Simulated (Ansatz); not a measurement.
```xyz
6

Al    0.0191   -0.4376   -0.4726
Cl    0.0215   -0.1945    2.9445
H     1.4018    0.2230   -0.8702
H    -1.3880    0.1753   -0.8592
H     0.0454   -1.7943    0.3241
H     0.0440   -1.2375    2.0984
```

Not at a stationary point (largest force 0.9 eV/Å).

These are results of RKS r2SCAN-D4/def2-mTZVP (Ansatz 0.2.0), not measurements.

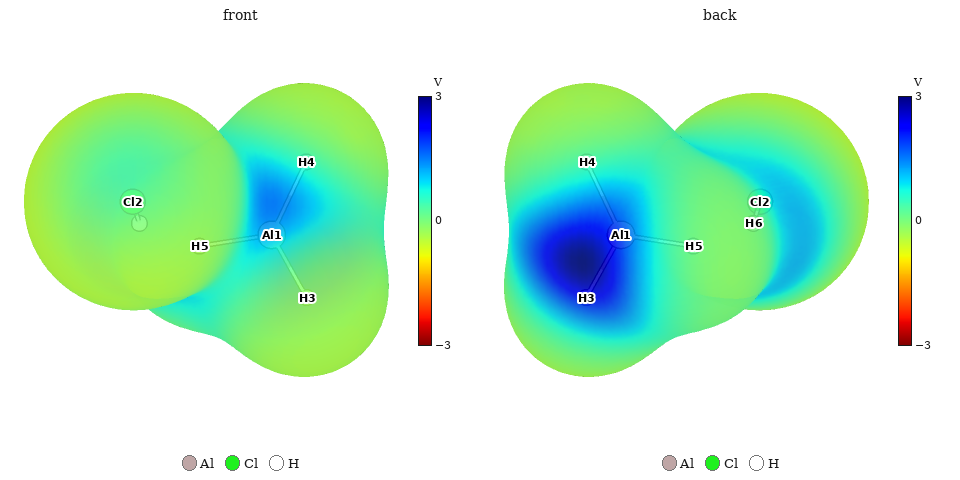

AlH$_{3}$···HCl. The molecular electrostatic potential painted on the density surface at 0.001 e/bohr³, seen from the front and from behind; red is negative and blue positive.

Q: Describe the electrostatic potential map.

A: The most negative region (about −0.5 V) lies over Cl2, the most positive (about +2.9 V) over Al1. Cl2 shows a σ-hole: about +0.3 V at the tip opposite its bond, against about −0.3 V on its flanks.
